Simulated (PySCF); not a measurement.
# C3H8O2Si: the cost of one run

The runs use PySCF 2.14.0, with density-fitted response routines of our own; the level of theory stands in each step. All values are computed, except where a source is named. Atoms count from 0, in the outputs and in this text.

### 1 Starting geometry

14 atoms, charge 0, multiplicity 1; geometry from: PBE0-D3(BJ)/def2-SVP.

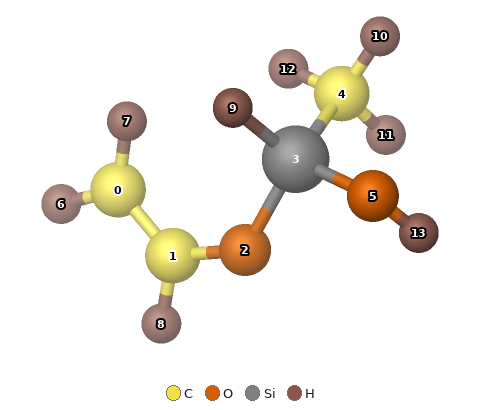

As it starts; carbon yellow, oxygen orange, silicon grey, hydrogen brown, atoms numbered.

### 2 NMR shieldings: PBE0/pcSseg-1

Job settings and geometry (Å):

```
{"job": {"kind": "nmr", "xc": "PBE0", "basis": "pcSseg-1", "pop": false}, "charge": 0, "multiplicity": 1}
C      2.257097     0.186414    -0.009864
C      1.583429    -0.782766     0.618155
O      0.313697    -1.162905     0.400505
Si    -0.863753    -0.449361    -0.573105
C     -1.275300     1.223717     0.131501
O     -2.151932    -1.484326    -0.573501
H      3.293665     0.383869     0.265354
H      1.819471     0.789418    -0.810010
H      2.059076    -1.380126     1.404904
H     -0.399574    -0.391873    -1.982692
H     -2.099527     1.692992    -0.427114
H     -1.577270     1.135813     1.187341
H     -0.403024     1.894131     0.091582
H     -2.568792    -1.673701     0.271714
```

Method: GIAO PBE0/pcSseg-1 NMR shielding, non-relativistic, gas phase.

On the command line:

```sh
$ OMP_NUM_THREADS=1 python probes_run.py task.json out
```

One launch serves the whole session: the jobs run in the order shown.

**Question.** How long does this first job take on 1 thread of Arm Neoverse N1, shared host, and how much memory does it need?

About 19 s, with a peak of 0.86 GiB.
